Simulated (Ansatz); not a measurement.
## Ligand exchange: Cd(CH3)Br + CHBrCl2 → Cd(CH3)Cl + CHBr2Cl

Species: Cd(CH3)Br, singlet; CHBrCl2 `ClC(Cl)Br`, singlet; Cd(CH3)Cl, singlet; CHBr2Cl (chlorodibromomethane) `ClC(Br)Br`, singlet. The partners trade Br for Cl: Cd–Br and C–Cl bonds give way to Cd–Cl and C–Br.

Shapes, held fixed at every level: PBE0-D4/def2-TZVP. Programs: Ansatz 0.2.0. The zero-point and thermal change to 298 K, harmonic and unscaled (PBE0-D4/def2-TZVP), is -0.6 kJ/mol.

```tsv
level	kind	ΔH(298 K) (kJ/mol)	less CCSD(T)/def2-TZVPP
HF/def2-SVP	Hartree–Fock	+22.8	+8.3
HF/def2-TZVPP	Hartree–Fock	+25.2	+10.7
B3LYP-D4/def2-TZVPP	global hybrid	+15.8	+1.3
r2SCAN0-D4/def2-TZVPP	global hybrid	+19.7	+5.2
B2PLYP/def2-TZVPP	double hybrid	+16.3	+1.8
MP2/def2-SVP	perturbation theory	+24.4	+9.9
CCSD/def2-SVP	coupled cluster or CI	+24.9	+10.4
CCSD(T)/def2-TZVPP	coupled cluster or CI	+14.5	0.0
```

The highest level, CCSD(T)/def2-TZVPP, gives ΔH(298 K) = +14.5 kJ/mol; the levels span +14.5 to +25.2. The column of differences is taken from that level and isn't an error. No measured value is set beside it here. For atoms past krypton def2 sets carry core potentials with scalar relativity. Relativity is left out for Br. Outer-core shells of Br, Cd are correlated, in sets that cover them unevenly.

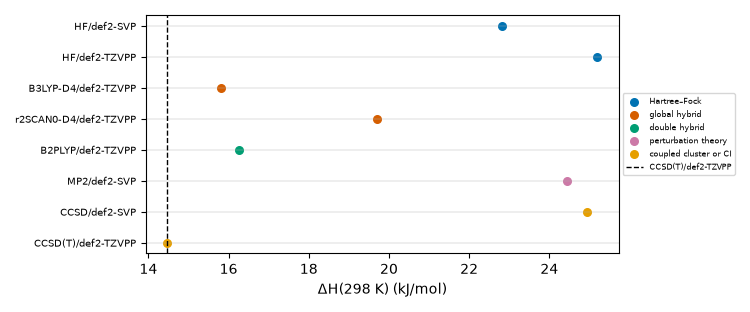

The values of the table, level by level.
